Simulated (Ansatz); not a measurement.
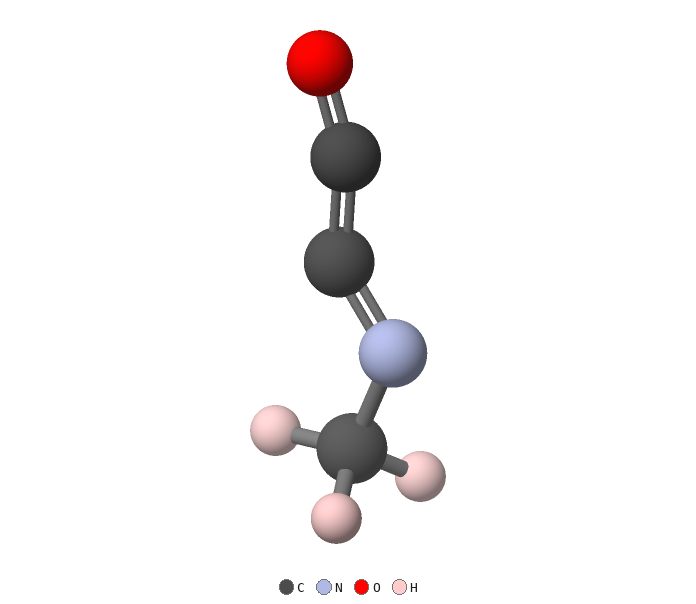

A ball-and-stick model of a molecule. Multiple sticks mark multiple bonds (one Kekulé form).

Which formula does it have?

Answer. C3H3NO, 8 atoms: 3 carbon, 3 hydrogen, 1 nitrogen and 1 oxygen.

Does it have rings?

Answer. It has no ring.

Count the bonded pairs by element.

Answer. 3 C–H, 2 C–N, 1 C–C, 1 C–O.

How many atoms are distinct by symmetry?

Answer. 7: 1 C, 1 N, 1 C, 1 C, 1 O, 2 H, 1 H.

More results for the same structure follow; atom numbers are the same in all pictures, views and colours differ. Computed geometry: PBE0-D4/def2-TZVP optimisation.

### Dipole moment

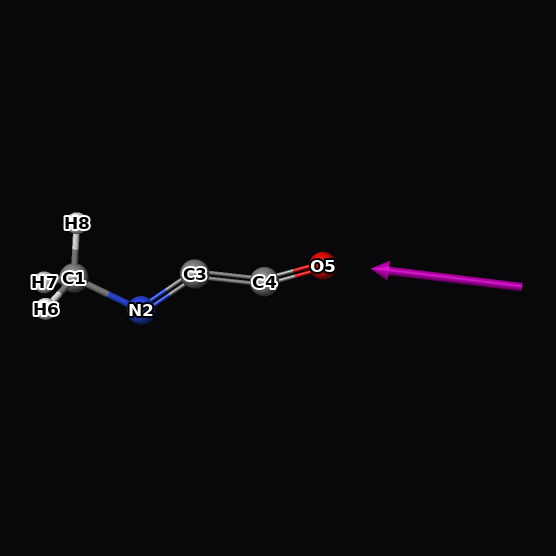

The arrow beside the molecule shows the direction of the dipole moment, from the negative to the positive end (its length means nothing). Level of theory: RKS PBE-D4/def2-TZVPP (Ansatz 0.2.0).

How large is the dipole moment?

Answer. 2.08 D; it points from the side of O5 to the side of H6, H7 (the outermost atoms at the two ends).

### Charges

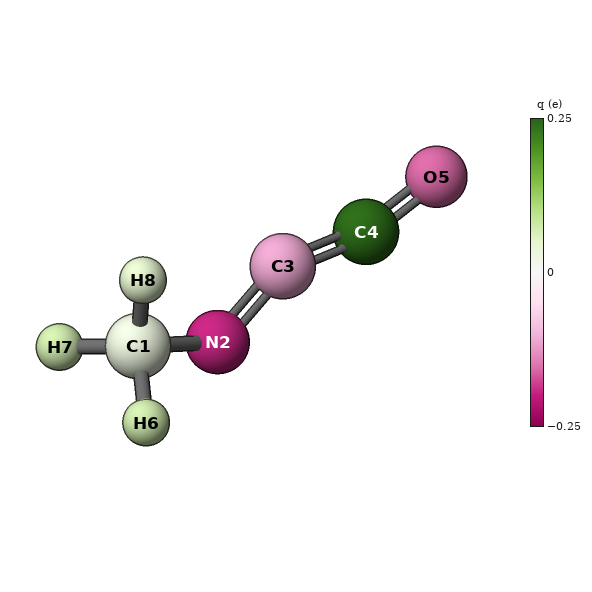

Atoms are coloured by their Mulliken charges. Level of theory: RKS r2SCAN-D4/def2-TZVPP (Ansatz 0.2.0).

Give the Mulliken charges atom by atom.

| atom | value (e) |
| --- | --- |
| C1 | 0.03 |
| N2 | −0.19 |
| C3 | −0.11 |
| C4 | 0.24 |
| O5 | −0.15 |
| H6 | 0.07 |
| H7 | 0.07 |
| H8 | 0.05 |

### Thermal motion

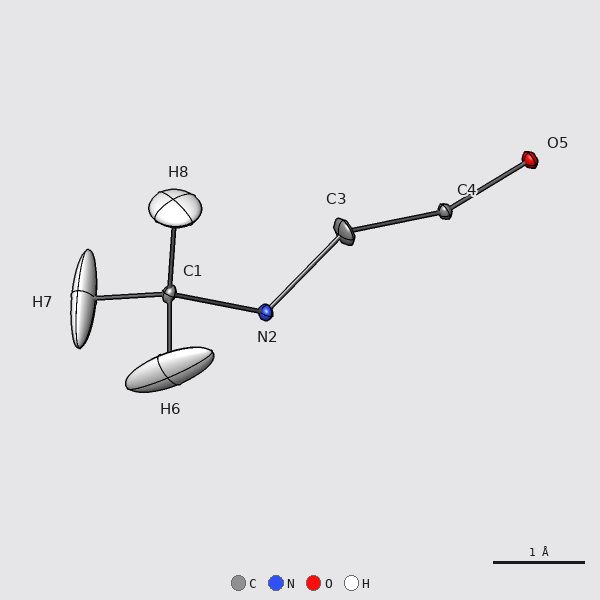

Displacement ellipsoids at the 50 % level, from the internal vibrations of the free molecule (harmonic, no overall translation or rotation; no half-axis is drawn under 0.075 Å). Vibrations computed with RKS PBE0-D4/def2-TZVP (Ansatz 0.2.0). Temperature: 400 K.

List U_eq and the three principal root-mean-square amplitudes for each kind of atom.

```json
{"atom": "C1", "U_eq (Å²)": "0.0031", "rms amplitudes (Å)": "0.040, 0.057, 0.068"}
{"atom": "N2", "U_eq (Å²)": "0.0031", "rms amplitudes (Å)": "0.035, 0.058, 0.069"}
{"atom": "C3", "U_eq (Å²)": "0.0084", "rms amplitudes (Å)": "0.031, 0.102, 0.119"}
{"atom": "C4", "U_eq (Å²)": "0.0029", "rms amplitudes (Å)": "0.030, 0.062, 0.064"}
{"atom": "O5", "U_eq (Å²)": "0.0036", "rms amplitudes (Å)": "0.032, 0.066, 0.074"}
{"atom": "H6, H7", "U_eq (Å²)": "0.0582", "rms amplitudes (Å)": "0.085, 0.143, 0.383"}
{"atom": "H8", "U_eq (Å²)": "0.0293", "rms amplitudes (Å)": "0.084, 0.177, 0.222"}
```

Mulliken values depend strongly on the basis set and can even reverse the polarity of a bond.
